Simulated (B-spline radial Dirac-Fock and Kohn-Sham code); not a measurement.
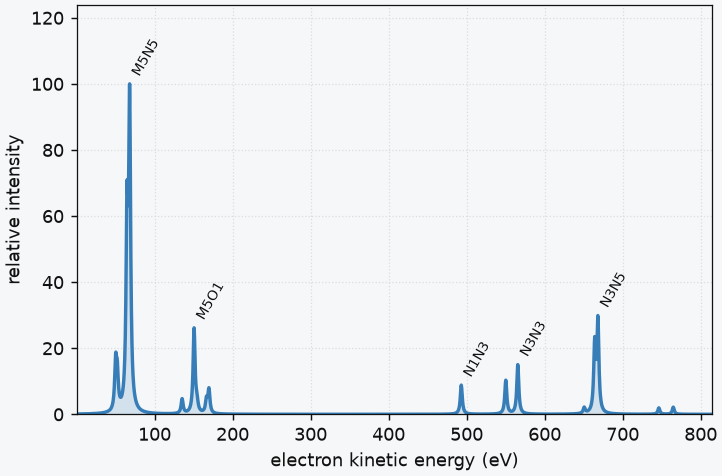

Auger and Coster–Kronig groups that fill an M3 (3p3/2) hole, broadened by 3.0 eV full width. Kinetic energies count from the vacuum level; very weak lines are left out. Species: barium in charge state +7 (Ba⁷⁺), configuration [Kr] 4d10 5s2 5p1. Method: independent-particle Coulomb rates on relativistic LDA orbitals, configuration-average energies from Dirac–Fock (computed with a radial B-spline solver). Widths ruled by Coster–Kronig decay come out up to twice the measured ones in this model.

Q: How wide is the M3 level from this decay?

A: The non-radiative width is 1.96 eV.

Q: Which group is strongest?

A: M3-M5N5 at 68.01 eV, 29 % of the non-radiative width.
